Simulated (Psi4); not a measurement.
# CCSD(T)/def2-SVP (core potential) run of C2H3I (vinyl iodide)

What is the vertical ionisation energy of C2H3I (vinyl iodide) at CCSD(T)/def2-SVP (core potential)? 

The calculation is run with Psi4 1.11.

## Step 1: The molecule

The species is C2H3I (6 atoms), meant as a singlet with charge 0. As SMILES, `C=CI`. Geometry: relaxed at PBE0-D4/def2-TZVP.

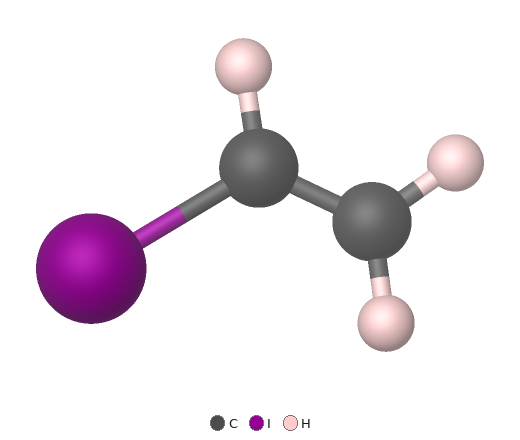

The structure, seen from a chosen angle (carbon dark grey, iodine purple, hydrogen pink).

## Step 2: The energy at CCSD(T)/def2-SVP (core potential)

The input, input.dat:

```
memory 2.2 GB

molecule system {
  0 1
  C     -0.622970     0.068690    -0.457440
  C      0.372870     0.151340     0.404440
  I      1.844550    -1.301740     0.608640
  H     -0.748780    -0.771200    -1.129510
  H     -1.355590     0.868170    -0.507340
  H      0.509920     0.984730     1.081200
  symmetry c1
  no_reorient
  no_com
}

set {
  reference rhf
  puream true
  e_convergence 1e-09
  d_convergence 1e-08
  scf_type pk
  num_frozen_docc 6
}

energy('ccsd(t)/def2-SVP')
```

Run with:

```console
psi4 input.dat output.dat -n 1
```

output.dat, shortened:

```text
[...]
    !!!  WARNING: ECP capability is in beta. Please check occupations closely.  !!!
[...]
  Running in c1 symmetry.
[...]
  Nuclear repulsion =  105.312840774692205
[...]
  Multiplicity = 1
[...]
  Nalpha       = 20
  Nbeta        = 20
[...]
    Number of basis functions: 69
[...]
   @RHF iter   1:  -373.92791135623395   -3.78042e+00   5.80770e-03 DIIS/ADIIS
[...]
   @RHF iter  12:  -374.04135796921395   -2.84217e-12   5.10892e-09 DIIS
[...]
    Orbital Energies [Eh]
    ---------------------
    Doubly Occupied:
       1A    -11.290921     2A    -11.259299     3A     -7.734904
       4A     -5.591732     5A     -5.579051     6A     -5.579042
       7A     -2.287592     8A     -2.281712     9A     -2.281634
      10A     -2.268677    11A     -2.268673    12A     -1.063695
      13A     -0.902698    14A     -0.769868    15A     -0.651729
      16A     -0.599221    17A     -0.467520    18A     -0.445642
      19A     -0.369190    20A     -0.343162
[...]
  @RHF Final Energy:  -374.04135796921395
   => Energetics <=
    Nuclear Repulsion Energy =            105.3128407746922051
    One-Electron Energy =                -830.6364726754170533
    Two-Electron Energy =                 351.2822739315109288
    Total Energy =                       -374.0413579692139479
[...]
 Multipole Moments:
 ------------------------------------------------------------------------------------
     Multipole            Electronic (a.u.)      Nuclear  (a.u.)        Total (a.u.)
 ------------------------------------------------------------------------------------
 L = 1.  Multiply by 2.5417464519 to convert [e a0] to [Debye]
 Dipole X            :        -81.7390250           81.2935613           -0.4454637
 Dipole Y            :         57.3067375          -56.9594068            0.3473308
 Dipole Z            :        -27.2277011           27.1031135           -0.1245876
 Magnitude           :                                                    0.5784450
[...]
      * MP2 total energy                      = -374.429468406946398
[...]
      * CCSD total energy                     = -374.458949457502797
[...]
      * CCSD(T) total energy                  = -374.473151510175683
[...]
```

It took 12 s on 1 thread of Intel Xeon 6975P-C (Granite Rapids), shared host; peak memory 0.35 GiB.

## Step 3: The doublet cation, same level

The input, c2h3i.xyz:

```xyz
6
C2H3I
C     -0.622970     0.068690    -0.457440
C      0.372870     0.151340     0.404440
I      1.844550    -1.301740     0.608640
H     -0.748780    -0.771200    -1.129510
H     -1.355590     0.868170    -0.507340
H      0.509920     0.984730     1.081200
```

The input, c2h3i_ase.py:

```python
import numpy as np
from ase.calculators.psi4 import Psi4
from ase.io import read

mol = read('c2h3i.xyz')
calc = Psi4(atoms=mol, method='ccsd(t)', basis='def2-SVP', memory='2200MB', num_threads=1, charge=1, multiplicity=2, label='calc', reference='uhf')
calc.psi4.set_options({'puream': True, 'e_convergence': 1e-09, 'd_convergence': 1e-08, 'scf_type': 'pk', 'num_frozen_docc': 6, 'maxiter': 100})
mol.calc = calc

print(f'energy: {mol.get_potential_energy():.6f} eV')
```

Run with:

```console
python c2h3i_ase.py
```

calc.dat, shortened:

```text
[...]
    !!!  WARNING: ECP capability is in beta. Please check occupations closely.  !!!
[...]
  Running in c1 symmetry.
[...]
  Nuclear repulsion =  105.312840774692205
[...]
  Multiplicity = 2
[...]
  Nalpha       = 20
  Nbeta        = 19
[...]
    Number of basis functions: 69
[...]
   @UHF iter   1:  -373.64534183956056   -3.49373e+00   4.33313e-03 ADIIS/DIIS
[...]
   @UHF iter  24:  -373.72865623240716   -4.62137e-11   8.82228e-09 DIIS
[...]
   @S^2 Observed:                8.462230014E-01
[...]
    Orbital Energies [Eh]
    ---------------------
    Alpha Occupied:
       1A    -11.514688     2A    -11.489118     3A     -8.035344
       4A     -5.894009     5A     -5.884154     6A     -5.871402
       7A     -2.588193     8A     -2.586605     9A     -2.573955
      10A     -2.568691    11A     -2.566268    12A     -1.301833
      13A     -1.188245    14A     -0.990367    15A     -0.869309
      16A     -0.822663    17A     -0.715495    18A     -0.704793
      19A     -0.637072    20A     -0.622664
    Alpha Virtual:
      21A     -0.109949    22A     -0.079941    23A      0.027489
      24A      0.050899    25A      0.114952    26A      0.187969
[...]
  @UHF Final Energy:  -373.72865623240716
   => Energetics <=
    Nuclear Repulsion Energy =            105.3128407746922051
    One-Electron Energy =                -820.1300445982806195
    Two-Electron Energy =                 341.0885475911812819
    Total Energy =                       -373.7286562324071610
  UHF NO Occupations:
  HONO-2 :   18  A 1.9975665
  HONO-1 :   19  A 1.9562460
[...]
 Multipole Moments:
 ------------------------------------------------------------------------------------
     Multipole            Electronic (a.u.)      Nuclear  (a.u.)        Total (a.u.)
 ------------------------------------------------------------------------------------
 L = 1.  Multiply by 2.5417464519 to convert [e a0] to [Debye]
 Dipole X            :         30.3451941          -31.3934741           -1.0482800
 Dipole Y            :        -21.6588112           22.3313832            0.6725721
 Dipole Z            :          9.8476943          -10.2392173           -0.3915230
 Magnitude           :                                                    1.3055782
[...]
      * MP2 total energy                      = -374.088340491947463
[...]
      * CCSD total energy                     = -374.123915819918977
[...]
      * CCSD(T) total energy                     = -374.138359482581507
```

The script printed:

```text
energy: -10180.823326 eV
```

Run time: 45 s. Hardware: 1 thread of Intel Xeon 6975P-C (Granite Rapids), shared host; peak memory 0.37 GiB.

## Step 4: Summary of results

Level: CCSD(T)/def2-SVP (core potential), 6 core orbitals frozen.

```
                                                                  quantity          value
                                               singlet C2H3I: total energy  -374.47315 Eh
                        singlet C2H3I: HOMO energy (Hartree–Fock orbitals)       -9.34 eV
                        singlet C2H3I: LUMO energy (Hartree–Fock orbitals)        3.27 eV
                      singlet C2H3I: HOMO–LUMO gap (Hartree–Fock orbitals)       12.61 eV
                singlet C2H3I: correlation energy (6 core orbitals frozen)     -431.8 mEh
                                             singlet C2H3I: (T) correction     -14.20 mEh
                                              singlet C2H3I: T1 diagnostic          0.009
                                              doublet cation: total energy  -374.13836 Eh
doublet cation: HOMO energy (Hartree–Fock orbitals) (highest over α and β)      -16.83 eV
 doublet cation: LUMO energy (Hartree–Fock orbitals) (lowest over α and β)       -7.72 eV
               doublet cation: correlation energy (6 core orbitals frozen)     -409.7 mEh
                                            doublet cation: (T) correction     -14.44 mEh
                         doublet cation: ⟨S²⟩ of the reference determinant          0.846
                                             doublet cation: T1 diagnostic          0.029
                        vertical ionisation energy (to the doublet cation)       9.110 eV
```

Removing an electron at fixed nuclei costs 9.11 eV (210 kcal/mol). The triples (singlet C2H3I) make up 3.3 % of the correlation energy. The triples (doublet cation) make up 3.5 % of the correlation energy.
